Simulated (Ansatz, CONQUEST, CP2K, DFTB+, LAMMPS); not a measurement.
# Aqueous Cs+ and SO4 2-, 1.9 mol of salt per kg of water at 330 K (94 atoms) in CP2K, part 2 of 2

Wanted: CP2K inputs and outputs for aqueous Cs+ and SO4 2-, 1.9 mol of salt per kg of water at 330 K (94 atoms), checked against a plane-wave reference.

Program: CP2K 2026.2; the method stands at each step. Banners, paths, timers and routine set-up lines are dropped from the logs unmarked, and long logs keep their key lines alone; longer cuts are marked.

So far. Step 2 (PBE, DZVP-MOLOPT-SR, 600/50 Ry, OT DIIS): Forces lie 9.8 % from the reference's, at 30 times its CPU time. Step 3 (PBE, DZVP-MOLOPT-SR, 600/30 Ry, OT DIIS): Against the first run (9.8 %), the force difference from the reference is 9.8 %, at 0.69 times the CPU time: the change moves forces by 1.9 meV/Å r.m.s., so most of the difference comes from elsewhere.

## 4. PBE, DZVP-MOLOPT-SR, 840/50 Ry, OT DIIS

Method: Kohn-Sham DFT, PBE, GTH-PBE pseudopotentials, Gaussian and plane waves, DZVP-MOLOPT-SR-GTH, orbital transformation.

input.inp reads:

```
&GLOBAL
  PROJECT cell
  RUN_TYPE ENERGY_FORCE
  PRINT_LEVEL LOW
&END GLOBAL
&FORCE_EVAL
  METHOD QS
  STRESS_TENSOR ANALYTICAL
  &DFT
    BASIS_SET_FILE_NAME BASIS_MOLOPT
    POTENTIAL_FILE_NAME GTH_POTENTIALS
    &MGRID
      CUTOFF 840
      REL_CUTOFF 50
      NGRIDS 5
    &END MGRID
    &QS
      EPS_DEFAULT 1.0E-12
    &END QS
    &SCF
      SCF_GUESS ATOMIC
      EPS_SCF 1.0E-06
      MAX_SCF 30
      &OT
        MINIMIZER DIIS
        PRECONDITIONER FULL_ALL
        ENERGY_GAP 0.001
      &END OT
      &OUTER_SCF
        EPS_SCF 1.0E-06
        MAX_SCF 8
      &END OUTER_SCF
      &PRINT
        &RESTART OFF
        &END RESTART
      &END PRINT
    &END SCF
    &XC
      &XC_FUNCTIONAL PBE
      &END XC_FUNCTIONAL
    &END XC
    &PRINT
      &MULLIKEN ON
      &END MULLIKEN
      &HIRSHFELD ON
        SHAPE_FUNCTION DENSITY
      &END HIRSHFELD
      &MO_CUBES
        NHOMO 1
        NLUMO 4
        WRITE_CUBE F
      &END MO_CUBES
    &END PRINT
  &END DFT
  &SUBSYS
    &CELL
      A 9.89209 0.00000 0.00000
      B 0.00000 9.89209 0.00000
      C 0.00000 0.00000 9.89209
    &END CELL
    &COORD
      SCALED
      O 0.93122 0.43642 0.99971
      S 0.99537 0.35718 0.10128
      O 0.99844 0.22213 0.06218
      O 0.13014 0.41228 0.12494
      O 0.92534 0.36338 0.22892
      O 0.87448 0.00418 0.72888
      H 0.95844 0.03897 0.77316
      H 0.81458 0.96211 0.79860
      O 0.50510 0.40905 0.33001
      H 0.42376 0.35659 0.35914
      H 0.57741 0.34515 0.29991
      O 0.17892 0.04533 0.16640
      H 0.10063 0.10764 0.15200
      H 0.25085 0.06527 0.09822
      O 0.96460 0.22084 0.43420
      H 0.94557 0.26520 0.34538
      H 0.89056 0.15548 0.45578
      O 0.38530 0.65884 0.61774
      H 0.29941 0.65755 0.56444
      H 0.42355 0.56537 0.62227
[... 70 atom lines left out ...]
      H 0.46192 0.08871 0.66034
      H 0.38637 0.09487 0.51370
      Cs 0.74127 0.58690 0.31844
      Cs 0.11954 0.56891 0.85539
    &END COORD
    &KIND O
      BASIS_SET DZVP-MOLOPT-SR-GTH-q6
      POTENTIAL GTH-PBE-q6
    &END KIND
    &KIND S
      BASIS_SET DZVP-MOLOPT-SR-GTH-q6
      POTENTIAL GTH-PBE-q6
    &END KIND
    &KIND H
      BASIS_SET DZVP-MOLOPT-SR-GTH-q1
      POTENTIAL GTH-PBE-q1
    &END KIND
    &KIND Cs
      BASIS_SET DZVP-MOLOPT-SR-GTH-q9
      POTENTIAL GTH-PBE-q9
    &END KIND
  &END SUBSYS
  &PRINT
    &FORCES ON
    &END FORCES
    &STRESS_TENSOR ON
    &END STRESS_TENSOR
  &END PRINT
&END FORCE_EVAL
```

Run with:

```console
OMP_NUM_THREADS=1 mpirun -np 4 cp2k.psmp -i input.inp > output.txt
```

Numbers of over 12 decimals in the logs are rounded to 6 here.

The program printed:

```text
CP2K| version string:                                       CP2K version 2026.2
 CP2K| Input file name                                                 input.inp
 GLOBAL| Basis set file name                                        BASIS_MOLOPT
 GLOBAL| Potential file name                                      GTH_POTENTIALS
 GLOBAL| Run type                                                   ENERGY_FORCE
 GLOBAL| Total number of message passing processes                             4
 GLOBAL| Number of threads for this process                                    1
[... lines left out ...]
 Number of electrons:                                                        280
[... lines left out ...]
  Step     Update method      Time    Convergence         Total energy    Change
[... lines left out ...]
  Total energy:                                              -614.520777
[... lines left out ...]
  Step     Update method      Time    Convergence         Total energy    Change
[... lines left out ...]
  *** SCF run converged in     6 steps ***
[... lines left out ...]
  Total energy:                                              -614.524069
[... lines left out ...]
  outer SCF loop converged in   2 iterations or   36 steps
[... lines left out ...]
 Fermi Energy [eV] :   -1.668703
[... lines left out ...]
 WARNING : did not converge in ot_eigensolver
 number of iterations          299  exceeded maximum
 current gradient / target gradient   3.4309587006895172E-005  /    1.0000000000000001E-005
       0.11594870      0.17513967      0.17888010      0.19590004
 HOMO - LUMO gap [eV] :    4.823828
 ENERGY| Total FORCE_EVAL ( QS ) energy [hartree]           -614.524069
 FORCES| Atomic forces [hartree/bohr]
 FORCES|   Atom     x               y               z               |f|
 FORCES|      1 -4.93810873E-02  4.02699005E-02 -4.63416193E-02   7.87889735E-02
 FORCES|      2  3.63044192E-03  6.92664892E-02  4.12036255E-02   8.06769198E-02
 FORCES|      3  1.48257988E-02 -1.36830066E-01 -5.33867130E-02   1.47622534E-01
[...]
FORCES|     93  6.85762406E-03  5.35180281E-03  9.74832323E-03   1.30651677E-02
 FORCES|     94  1.98651267E-02  1.10591925E-02 -1.97729986E-02   3.01313868E-02
 FORCES| Sum    -2.18439558E-04  1.78298858E-04 -1.42543838E-03
 FORCES| Total atomic force                                       1.45305915E-03
 STRESS| Analytical stress tensor [bar]
 STRESS|                        x                   y                   z
 STRESS|      x        8.05975868061E+03  -2.79623915308E+03  -6.63131964281E+03
 STRESS|      y       -2.79623915308E+03   2.27335365001E+04   3.09396622388E+03
 STRESS|      z       -6.63131964281E+03   3.09396622388E+03   1.58053581766E+04
 STRESS| 1/3 Trace                                             1.55328844525E+04
```

It took 2.8 min on 4 MPI ranks of Intel Xeon 6975P-C (Granite Rapids), shared host; peak memory 3.6 GiB; 11 min of CPU time.

The solver for the empty levels stopped short of its threshold, so the gap is rough; its iterations count in the time.

Compared with the plane-wave run:

- r.m.s. force component: 0.799 eV/Å
- r.m.s. difference of force components: 69.67 meV/Å
- longest difference of force vectors: 650.2 meV/Å
- force difference over r.m.s. force: 9.137 %
- slope of forces against the reference's: 1.045
- correlation of force components: 0.9971
- gap (highest filled to lowest empty level): 4.824 eV
- gap difference: 0.5112 eV
- pressure: 1.553 GPa
- pressure difference: 0.3072 GPa
- energy less the same-level run's: 0.0031 meV/atom
- r.m.s. force difference from the same-level run: 26.97 meV/Å

Against the first run (9.8 %), the force difference from the reference is 9.1 %, at 0.97 times the CPU time.

## 5. The ladder

Differences are against the plane-wave reference, forces as r.m.s. over components; share is that over the reference's r.m.s. force, slope the least-squares factor from reference forces to these. Total energies of different programs have different zeros and aren't compared.

```tsv
run	Δ force, r.m.s. (meV/Å)	share (%)	slope	Δ pressure (GPa)	Δ gap (eV)	cores	CPU time	memory (GiB)
reference	-	-	-	-	-	4	23 s	1.2
CP2K PBE, DZVP-MOLOPT-SR, 600/50 Ry, OT DIIS	74.9	9.82	1.046	0.308	0.511	4	12 min	2.6
CP2K PBE, DZVP-MOLOPT-SR, 600/30 Ry, OT DIIS (coarse)	74.8	9.82	1.046	0.328	0.511	4	8 min	2.6
CP2K PBE, DZVP-MOLOPT-SR, 840/50 Ry, OT DIIS	69.7	9.14	1.045	0.307	0.511	4	11 min	3.6
```

Rows marked coarse were listed beforehand as settings not expected to be converged; some can still land near the reference.

CPU time is summed over cores on a shared host, where runs went side by side, so it is rough. Symmetry, cutoffs, thresholds, outputs and thread counts weren't matched or tuned between programs; memory under MPI is the largest rank's times the ranks.

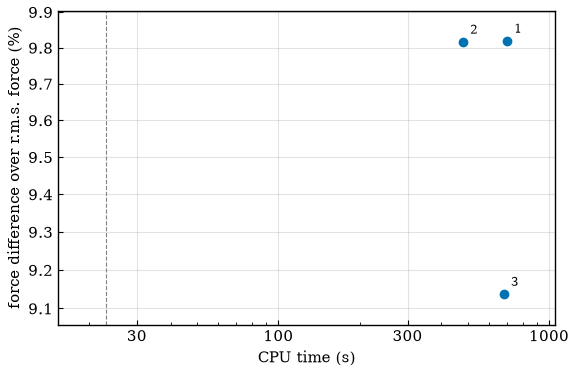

Force difference against CPU time; the dashed line marks the reference's time. Points: 1 CP2K PBE, DZVP-MOLOPT-SR, 600/50 Ry, OT DIIS; 2 CP2K PBE, DZVP-MOLOPT-SR, 600/30 Ry, OT DIIS; 3 CP2K PBE, DZVP-MOLOPT-SR, 840/50 Ry, OT DIIS.

Mean charges by element (e), by run and scheme:

```tsv
run	scheme	O	S	H	Cs
reference	Löwdin	-0.71	+2.59	+0.38	+0.89
CP2K PBE, DZVP-MOLOPT-SR, 600/50 Ry, OT DIIS	Mulliken	-0.34	+0.72	+0.15	+0.91
CP2K PBE, DZVP-MOLOPT-SR, 600/50 Ry, OT DIIS	Hirshfeld	-0.24	+0.48	+0.12	+0.35
CP2K PBE, DZVP-MOLOPT-SR, 840/50 Ry, OT DIIS	Mulliken	-0.34	+0.72	+0.15	+0.91
CP2K PBE, DZVP-MOLOPT-SR, 840/50 Ry, OT DIIS	Hirshfeld	-0.24	+0.48	+0.12	+0.35
```

The reference's Löwdin charges lack the electrons that the projection spills, 0.034 e an atom on average.

Within one program, basis, potentials and functional, energies share a zero. Each run against its twin at the usual cutoff or grid and solver:

```tsv
run	twin	Δ energy (meV/atom)	Δ force, r.m.s. (meV/Å)	CPU time over the twin's
CP2K PBE, DZVP-MOLOPT-SR, 600/30 Ry, OT DIIS	DZVP-MOLOPT-SR, 600/50 Ry, OT DIIS	-0.189	1.93	0.69
CP2K PBE, DZVP-MOLOPT-SR, 840/50 Ry, OT DIIS	DZVP-MOLOPT-SR, 600/50 Ry, OT DIIS	0.0031	27.0	0.97
```

## 6. Summary of results

| Quantity | Value |
| --- | --- |
| nearest in forces | CP2K PBE, DZVP-MOLOPT-SR, 840/50 Ry, OT DIIS, 9.1 % |
| its CPU time | 11 min |

What this shows: The PBE runs in local orbitals, coarse settings apart, differ by 9.1 % (CP2K PBE, DZVP-MOLOPT-SR, 840/50 Ry, OT DIIS) to 9.8 % (CP2K PBE, DZVP-MOLOPT-SR, 600/50 Ry, OT DIIS); basis, grid and potentials can all enter. Runs with settings chosen to be coarse differ by 9.8 % (CP2K PBE, DZVP-MOLOPT-SR, 600/30 Ry, OT DIIS), their programs' other errors included. None of the electronic-structure runs in the table takes under half the reference's CPU time of 23 s; they take 21 to 30 times as much. At the same functional, the gap of these runs lies 0.51 eV above the reference's 4.31 eV. A likely cause of the wide gaps: compact atomic orbitals describe empty levels worse than filled ones. Charges hang on scheme and program or settings: among these rows the mean for S runs from +0.48 to +2.59 e. The network of contacts between molecules at the start is that of the classical potential that made the cell, and needn't be the one that DFT or experiment would give. The concentration wasn't checked against solubility and may exceed it. The reference's PBE has no dispersion term, which matters for the binding between molecules or layers. The density was typed from a rule of thumb and may lie off the real one at this temperature. The electronic-structure runs sample only Γ, in a cell whose shortest periodic width is 10 Å. Spin–orbit coupling is left out, which matters for the levels of the heavy elements.

[Also dropped from logs without a mark: logging warnings of Python, and SIESTA's first energy breakdown and zero terms.]

[Logs are printed without paths, hosts, clocks, repeated set-up lines and the standing remarks that a program may print on its own settings, such as how far it seeks lower states.]

[Hosts, paths, dates, database ids (printed as entryN), source tags and the programs' standing remarks are cut or masked in the printed files.]
